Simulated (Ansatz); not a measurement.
**Ligand exchange: GeH2(CH3)Cl + C2H3F2I → GeH2(CH3)I + C2H3ClF2**

Species: GeH2(CH3)Cl, singlet; C2H3F2I `FCC(F)I`, singlet; GeH2(CH3)I, singlet; C2H3ClF2 `FCC(F)Cl`, singlet. The partners trade Cl for I: Ge–Cl and C–I bonds give way to Ge–I and C–Cl.

Shapes, held fixed at every level: PBE0-D4/def2-TZVP. Flexible molecules stand in one conformer, not always the lowest. Programs: Ansatz 0.2.0. The zero-point and thermal change to 298 K, harmonic and unscaled (PBE0-D4/def2-TZVP), is +1.0 kJ/mol.

```csv
level,kind,ΔH(298 K) (kJ/mol),less CCSD(T)/def2-TZVPP,CPU time (sum over the molecules)
r2SCAN-D4/def2-TZVPP,meta-GGA,-3.0,-2.2,48 s
B3LYP-D4/def2-TZVPP,global hybrid,-1.4,-0.6,45 s
PBE0-D4/def2-TZVPP,global hybrid,-7.1,-6.3,30 s
r2SCAN0-D4/def2-TZVPP,global hybrid,-7.3,-6.5,51 s
wB97X-V/def2-TZVPP,range-separated hybrid,-5.5,-4.7,74 s
CCSD/def2-TZVPP,coupled cluster or CI,-2.2,-1.4,–
CCSD(T)/def2-TZVPP,coupled cluster or CI,-0.8,0.0,20 min
```

The highest level, CCSD(T)/def2-TZVPP, gives ΔH(298 K) = -0.8 kJ/mol; the levels span -7.3 to -0.8. That is about zero within the method's error. The column of differences is taken from that level and isn't an error. No measured value is set beside it here. For atoms past krypton def2 sets carry core potentials with scalar relativity. Relativity is left out for Ge. Outer-core shells of Ge, I are correlated in most correlated rows, in sets that cover them unevenly. Times are processor times on shared x86 and Arm servers, and rough.

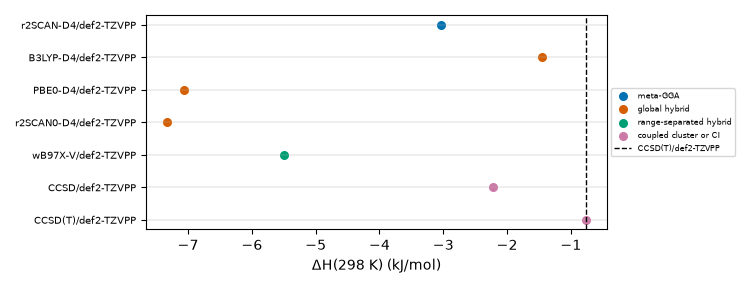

The values of the table, level by level.
